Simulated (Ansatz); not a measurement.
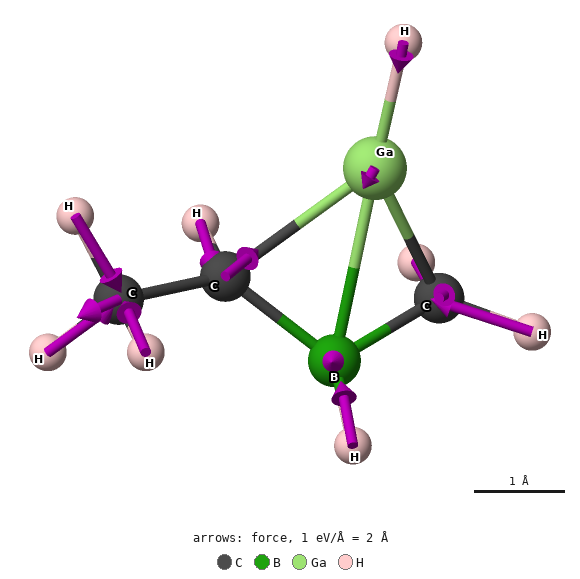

Starting geometry of C3H8BGa with the computed forces as purple arrows. The picture is a ball-and-stick view, seen at a tilt.

The start comes from PBE-D4/def2-SVP.

Computed with RKS PBE0-D4/def2-TZVP (Ansatz 0.2.0). Set-up: force threshold 0.005 eV/Å; at most 150 steps.

**What follows when this structure is relaxed?**

It isn't relaxed: the largest force vector, on an H atom, is 0.60 eV/Å. The final displacements follow the starting forces only in part (cosine between the two patterns 0.52). Over 7 accepted moves (8 points after the start) the energy falls by 4.52 kJ/mol. The largest force component goes from 0.59 to 0.0034 eV/Å. The line search rejected the trial step at point 6 of the run. The atom that moves furthest after the best rigid fit is an H atom (0.048 Å). By element the largest moves are H 0.048 Å, Ga 0.023 Å, C 0.022 Å, B 0.014 Å. Some distances before and after: C–Ga 2.064 → 2.039 Å, B–H 1.224 → 1.204 Å, B–Ga 2.226 → 2.207 Å, C–H 1.127 → 1.108 Å. Among the angles between lasting bonds that change: Ga–C–H 87.8° → 89.9°.
